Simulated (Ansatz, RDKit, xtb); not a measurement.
# Isomers of C3H6Cl2Si2, a sample narrowed down, part 2 of 2

Which of a sample of isomers of C3H6Cl2Si2 is the most stable in the gas at 298.15 K, and what are its properties? The sample is small against all isomers, and the most stable one of this formula need not be in it.

xtb, Ansatz and PySCF; isolated molecules.

### 6 Ranking at PBE-D3(BJ)/def2-SVP

| label | spin | r2SCAN-D4/def2-SVP (kcal/mol) | PBE-D3(BJ)/def2-SVP, relaxed (kcal/mol) | time |
| --- | --- | --- | --- | --- |
| c420a | singlet | 0.0 | 0.0 | 16 s |
| c723a | singlet | 4.0 | 2.1 | 22 s |
| c412a | singlet | 22.5 | 25.2 | 5.7 s |

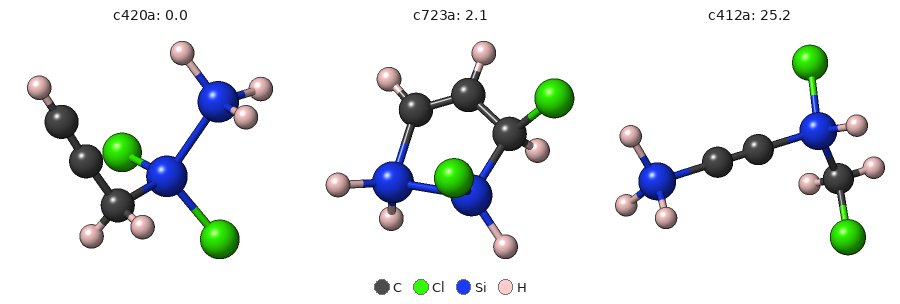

The relaxed structures, with energies at PBE-D3(BJ)/def2-SVP in kcal/mol.

### 7 Harmonic analysis of the finalists

The lowest few in one piece go on as finalists. In this search the thermal terms come from GFN2-xTB at its own nearest minimum. The first, c420a:

The input, start.xyz:

```xyz
13
c420a
C      0.015533     2.958191     0.204621
C     -0.104146     1.780858    -0.107276
C     -0.245525     0.414006    -0.575850
Cl    -2.468052     1.112657    -2.820844
Cl    -0.401764    -1.564820    -3.105109
Si    -0.538185     0.417420    -2.457743
Si     0.985598     1.729617    -3.664291
H      0.117725     3.991110     0.505579
H      0.670741    -0.186064    -0.382720
H     -1.094893    -0.113429    -0.089658
H      2.384947     1.325961    -3.286438
H      0.766694     1.468598    -5.127958
H      0.774603     3.186047    -3.367551
```

Command:

```bash
$ xtb start.xyz --gfn 2 --ohess tight
```

Log, shortened:

```text
* xtb version 6.7.1
[...]
          :  # basis functions                  58          :
[...]
          :  # electrons                        40          :
[...]
          :  Hamiltonian                  GFN2-xTB          :
[...]
          :  net charge                          0          :
          :  unpaired electrons                  0          :
[...]
   *** convergence criteria satisfied after 16 iterations ***
[...]
   *** GEOMETRY OPTIMIZATION CONVERGED AFTER 13 ITERATIONS ***
[...]
   *** convergence criteria satisfied after 3 iterations ***
[...]
         ::                     SUMMARY                     ::
         :::::::::::::::::::::::::::::::::::::::::::::::::::::
         :: total energy             -22.044353215888 Eh    ::
         :: gradient norm              0.000337253084 Eh/a0 ::
         :: HOMO-LUMO gap              4.364151893048 eV    ::
         ::.................................................::
         :: SCC energy               -22.292538719880 Eh    ::
         :: -> isotropic ES            0.036901001785 Eh    ::
         :: -> anisotropic ES         -0.000816675939 Eh    ::
         :: -> anisotropic XC          0.011526471793 Eh    ::
         :: -> dispersion             -0.012574615043 Eh    ::
         :: repulsion energy           0.248185503992 Eh    ::
         :: add. restraining           0.000000000000 Eh    ::
         :: total charge              -0.000000000000 e     ::
         :::::::::::::::::::::::::::::::::::::::::::::::::::::
[...]
        20        2.0000           -0.3842802             -10.4568 (HOMO)
        21                         -0.2239008              -6.0927 (LUMO)
[...]
molecular dipole:
                 x           y           z       tot (Debye)
 q only:        1.004       0.593      -0.102
   full:        0.531       0.318       0.124       1.604
molecular quadrupole (traceless):
[...]
          | TOTAL ENERGY              -22.044353216308 Eh   |
          | TOTAL ENTHALPY            -21.959040289132 Eh   |
          | TOTAL FREE ENERGY         -22.010849734661 Eh   |
          | GRADIENT NORM               0.000336986949 Eh/α |
[...]
```

It took 0.35 s on 4 threads of Intel Xeon Platinum 8375C at 2.90GHz (Ice Lake), shared host.

### 8 Zero-point energy and free-energy terms

As xtb prints them, at 298.15 K, with its own treatment of low modes:

| label | SMILES | spin | lowest mode (cm⁻¹) | zero-point (kcal/mol) | G − E (kcal/mol) |
| --- | --- | --- | --- | --- | --- |
| c420a | C#CC[Si]([SiH3])(Cl)Cl | singlet | 4 | 45.6 | 21.0 |
| c723a | Cl[C@@H]1C=C[SiH2][Si@@H]1Cl | singlet | 20 | 47.7 | 25.6 |
| c412a | [SiH3]C#C[Si@H](Cl)CCl | singlet | 5i | 44.3 | 19.5 |

c412a keeps an imaginary mode, a small one that points to a nearly free motion; the harmonic terms are rough for it.

### 9 The final energy

Single points at CCSD(T)/def2-SVP + MP2/def2-TZVPP - MP2/def2-SVP on the refined geometries decide the order.

c420a, CCSD(T)/def2-SVP:

The input, input.yaml:

```yaml
crystal:
  periodic: [false, false, false]
  atoms:
    - {symbol: C, position_ang: [0.015533, 2.958191, 0.204621]}
    - {symbol: C, position_ang: [-0.104146, 1.780858, -0.107276]}
    - {symbol: C, position_ang: [-0.245525, 0.414006, -0.575850]}
    - {symbol: Cl, position_ang: [-2.468052, 1.112657, -2.820844]}
    - {symbol: Cl, position_ang: [-0.401764, -1.564820, -3.105109]}
    - {symbol: Si, position_ang: [-0.538185, 0.417420, -2.457743]}
    - {symbol: Si, position_ang: [0.985598, 1.729617, -3.664291]}
    - {symbol: H, position_ang: [0.117725, 3.991110, 0.505579]}
    - {symbol: H, position_ang: [0.670741, -0.186064, -0.382720]}
    - {symbol: H, position_ang: [-1.094893, -0.113429, -0.089658]}
    - {symbol: H, position_ang: [2.384947, 1.325961, -3.286438]}
    - {symbol: H, position_ang: [0.766694, 1.468598, -5.127958]}
    - {symbol: H, position_ang: [0.774603, 3.186047, -3.367551]}
basis:
  gaussian: {orbitals: def2-SVP}
correlation: {method: ccsd_t, frozen_orbitals: {C: 1, Si: 5, Cl: 5, H: 0}}
```

Command:

```bash
$ ansatz run input.yaml --threads 4 --pin off --max-ram 7830MiB --events-out events.jsonl --progress --plain --runs-dir runs
```

Log, shortened:

```text
Warning: RAYON_NUM_THREADS=4 ignored (pool sized by the plan → 4); use --threads N
Functional definition: HF
  name "HF"
[...]
1399 factors; integrals over basis functions are off by at most 1.3e-3 eV
[...]
mean field -43904.13243083 eV, -1613.4471075431 hartree, gradient 2.6e-6 eV, S^2 0.000000; 0 other end points of the search recorded, 0 dependent functions left out
23 core orbitals not correlated: weight in the atoms' cores, before any rotation towards them, 1.000 or more for the frozen orbitals, at most 0.000 for the correlated occupied ones
reference -43904.13243083 eV, -1613.4471075431 hartree; 20, 20 occupied and 101, 101 virtual orbitals, 1399 factors
second order -23.05869278 eV of doubles, -0.00000000 eV of singles
cycle   1  -24.22665574 eV  change    -1.2e0 eV  update   1.2e-1
[...]
cycle   9  -25.06425816 eV  change   -1.4e-5 eV  update   1.5e-5
perturbative correction -0.83326479 eV, -0.0306219162 hartree
Total energy: -43930.02995378 eV, -1614.3988239575 hartree
```

Wall time 11 s (4 threads of Intel Xeon Platinum 8375C at 2.90GHz (Ice Lake), shared host); peak memory 1 GiB.

### 10 c420a at MP2/def2-TZVPP

input.yaml, as its differences from that of step 9:

```diff
@@ -1 +1,4 @@
+basis:
+  gaussian:
+    orbitals: def2-TZVPP
 crystal:
@@ -16,4 +19,4 @@
     - {symbol: H, position_ang: [0.774603, 3.186047, -3.367551]}
-basis:
-  gaussian: {orbitals: def2-SVP}
-correlation: {method: ccsd_t, frozen_orbitals: {C: 1, Si: 5, Cl: 5, H: 0}}
+correlation:
+  method: mp2
+  frozen_orbitals: {C: 1, Si: 5, Cl: 5, H: 0}
```

Command:

```bash
$ ansatz run input.yaml --threads 4 --pin off --max-ram 7830MiB --events-out events.jsonl --progress --plain --runs-dir runs
```

Log:

```text
Warning: RAYON_NUM_THREADS=4 ignored (pool sized by the plan → 4); use --threads N
[... 2 set-up lines as earlier in the session ...]
  exchange = exact_x
  correlation = 0
2019 factors; integrals over basis functions are off by at most 1.1e-3 eV
mean field evaluation 1: about -43917.5877 eV, gradient 3.3e1 eV
mean field evaluation 2: about -43918.0599 eV, gradient 3.3e1 eV
mean field evaluation 4: about -43921.8076 eV, gradient 4.4e0 eV
mean field evaluation 8: about -43921.8900 eV, gradient 2.2e-1 eV
mean field evaluation 16: about -43921.8903 eV, gradient 1.6e-6 eV
mean field -43921.89030761 eV, -1614.0996974782 hartree, gradient 1.6e-6 eV, S^2 0.000000; 0 other end points of the search recorded, 0 dependent functions left out
23 core orbitals not correlated: weight in the atoms' cores, before any rotation towards them, 1.000 or more for the frozen orbitals, at most 0.000 for the correlated occupied ones
reference -43921.89030761 eV, -1614.0996974782 hartree; 20, 20 occupied and 302, 302 virtual orbitals, 2019 factors
second order -29.70884182 eV of doubles, -0.00000000 eV of singles
Total energy: -43951.59914943 eV, -1615.1914772777 hartree
```

It took 7.2 s on 4 threads of Intel Xeon Platinum 8375C at 2.90GHz (Ice Lake), shared host; peak memory 1.3 GiB.

### 11 c723a at CCSD(T)/def2-SVP

The input, input.yaml:

```yaml
basis:
  gaussian:
    orbitals: def2-SVP
crystal:
  periodic: [false, false, false]
  atoms:
    - {symbol: C, position_ang: [-2.219147, 1.409724, -1.049979]}
    - {symbol: C, position_ang: [-1.356429, 2.594144, -1.407826]}
    - {symbol: C, position_ang: [-0.027921, 2.495738, -1.667253]}
    - {symbol: Cl, position_ang: [-3.887853, 1.574842, -1.745704]}
    - {symbol: Cl, position_ang: [-1.924786, -0.731918, -3.534203]}
    - {symbol: Si, position_ang: [0.770398, 0.784283, -1.620771]}
    - {symbol: Si, position_ang: [-1.344131, -0.223669, -1.600327]}
    - {symbol: H, position_ang: [-2.366495, 1.365357, 0.052060]}
    - {symbol: H, position_ang: [-1.870718, 3.573329, -1.418939]}
    - {symbol: H, position_ang: [0.535652, 3.420459, -1.880397]}
    - {symbol: H, position_ang: [1.560110, 0.559862, -0.356463]}
    - {symbol: H, position_ang: [1.656420, 0.500293, -2.801180]}
    - {symbol: H, position_ang: [-1.687924, -1.358278, -0.681405]}
correlation:
  method: ccsd_t
  frozen_orbitals: {C: 1, Si: 5, Cl: 5, H: 0}
```

Command:

```bash
$ ansatz run input.yaml --threads 4 --pin off --max-ram 7830MiB --events-out events.jsonl --progress --plain --runs-dir runs
```

Log, shortened:

```text
Warning: RAYON_NUM_THREADS=4 ignored (pool sized by the plan → 4); use --threads N
[... 2 set-up lines as earlier in the session ...]
[...]
1404 factors; integrals over basis functions are off by at most 1.4e-3 eV
[...]
mean field -43903.64148191 eV, -1613.4290655032 hartree, gradient 1.2e-6 eV, S^2 0.000000; 0 other end points of the search recorded, 0 dependent functions left out; unrestricted orbitals would lower it
23 core orbitals not correlated: weight in the atoms' cores, before any rotation towards them, 1.000 or more for the frozen orbitals, at most 0.000 for the correlated occupied ones
reference -43903.64148191 eV, -1613.4290655032 hartree; 20, 20 occupied and 101, 101 virtual orbitals, 1404 factors
second order -23.15256938 eV of doubles, -0.00000000 eV of singles
cycle   1  -24.41035419 eV  change    -1.3e0 eV  update   1.2e-1
[...]
cycle   9  -25.22783020 eV  change   -5.0e-6 eV  update   2.2e-5
perturbative correction -0.86689798 eV, -0.0318579130 hartree
Total energy: -43929.73621009 eV, -1614.3880290762 hartree
```

Wall time 11 s (4 threads of Intel Xeon Platinum 8375C at 2.90GHz (Ice Lake), shared host); peak memory 1.1 GiB.

For c723a, c412a the log finds that unrestricted Hartree-Fock orbitals lie lower, a sign to watch the closed-shell reference there.

### 12 Putting it together

Energies in kcal/mol from c420a; G adds the thermal terms to the CCSD(T)/def2-SVP + MP2/def2-TZVPP - MP2/def2-SVP energy. The columns left of the relaxed level are at the tight-binding geometries.

| label | SMILES | spin | GFN2-xTB | HF/STO-3G | r2SCAN-D4/def2-SVP | PBE-D3(BJ)/def2-SVP | HF/def2-SVP | MP2/def2-SVP | CCSD(T)/def2-SVP + MP2/def2-TZVPP - MP2/def2-SVP | G | share at equilibrium | T1 |
| --- | --- | --- | --- | --- | --- | --- | --- | --- | --- | --- | --- | --- |
| c420a | C#CC[Si]([SiH3])(Cl)Cl | singlet | 0.0 | 0.0 | 0.0 | 0.0 | 0.0 | 0.0 | 0.0 | 0.0 | 100.0 % | 0.012 |
| c723a | Cl[C@@H]1C=C[SiH2][Si@@H]1Cl | singlet | 4.1 | -3.7 | 4.0 | 2.1 | 11.3 | 9.2 | 7.0 | 11.6 | < 0.1 % | 0.012 |
| c412a | [SiH3]C#C[Si@H](Cl)CCl | singlet | 20.9 | 17.1 | 22.5 | 25.2 | 18.3 | 20.5 | 18.3 | 16.9 | < 0.1 % | 0.011 |

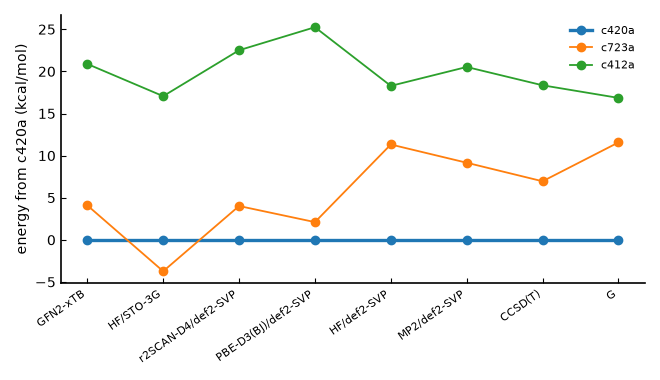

The finalists at each level, measured from c420a.

Lowest found: c420a, `C#CC[Si]([SiH3])(Cl)Cl`, a singlet. Bond lengths: C1–C2 1.224 Å, C2–C3 1.452 Å, C3–Si6 1.905 Å, Cl4–Si6 2.083 Å, Cl5–Si6 2.090 Å, Si6–Si7 2.345 Å, C1–H8 1.081 Å, C3–H9 1.112 Å, C3–H10 1.112 Å, Si7–H11 1.505 Å, Si7–H12 1.503 Å, Si7–H13 1.501 Å. Some angles: C1–C2–C3 175.9°, C2–C3–Si6 109.4°, C3–Si6–Cl4 108.4°, C3–Si6–Cl5 107.1°, C3–Si6–Si7 114.2°, Cl4–Si6–Cl5 108.8°, Cl4–Si6–Si7 109.0°, Cl5–Si6–Si7 109.2°, C2–C1–H8 178.6°, C2–C3–H9 111.8°.

```xyz
13

C     0.0155    2.9582    0.2046
C    -0.1041    1.7809   -0.1073
C    -0.2455    0.4140   -0.5758
Cl   -2.4681    1.1127   -2.8208
Cl   -0.4018   -1.5648   -3.1051
Si   -0.5382    0.4174   -2.4577
Si    0.9856    1.7296   -3.6643
H     0.1177    3.9911    0.5056
H     0.6707   -0.1861   -0.3827
H    -1.0949   -0.1134   -0.0897
H     2.3849    1.3260   -3.2864
H     0.7667    1.4686   -5.1280
H     0.7746    3.1860   -3.3676
```

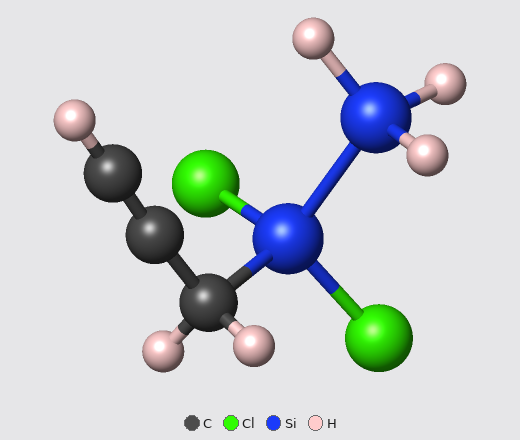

The lowest structure found, seen from a chosen angle (carbon dark grey, chlorine green, silicon blue, hydrogen pink).

### 13 Summary of results

What follows sums up all 2 parts.

```
                                 quantity                                                                     value
                   lowest structure found                                           C#CC[Si]([SiH3])(Cl)Cl, singlet
                            next finalist          Cl[C@@H]1C=C[SiH2][Si@@H]1Cl, singlet, 11.6 kcal/mol higher in G
share at equilibrium, among the finalists                                                                   100.0 %
                                   funnel  14 starts, 14 minima at GFN2-xTB, 10 screening runs, 3 relaxed, 3 ranked
                     CPU time of all runs                                                                   7.6 min
```

**Reading.** The search ends on `C#CC[Si]([SiH3])(Cl)Cl`. Among the finalists first place is clear (11.6 kcal/mol); structures outside the list aren't covered. GFN2-xTB, r2SCAN-D4/def2-SVP, PBE-D3(BJ)/def2-SVP, HF/def2-SVP and MP2/def2-SVP already put its bonding pattern lowest among the structures in one piece; HF/STO-3G favours the singlet Cl[C@@H]1C=C[SiH2][Si@@H]1Cl. The largest share of the time went into the final energies (49 %). One minimum inside the window was never screened. Lowest found is not proven lowest: the search is finite, and each finalist counts with one conformer. Only 7 drawn patterns were tried, so whole families of isomers are missing, and the result ranks this sample alone. The lowest isomer need not be the one that is made and kept in a bottle, which depends on barriers.
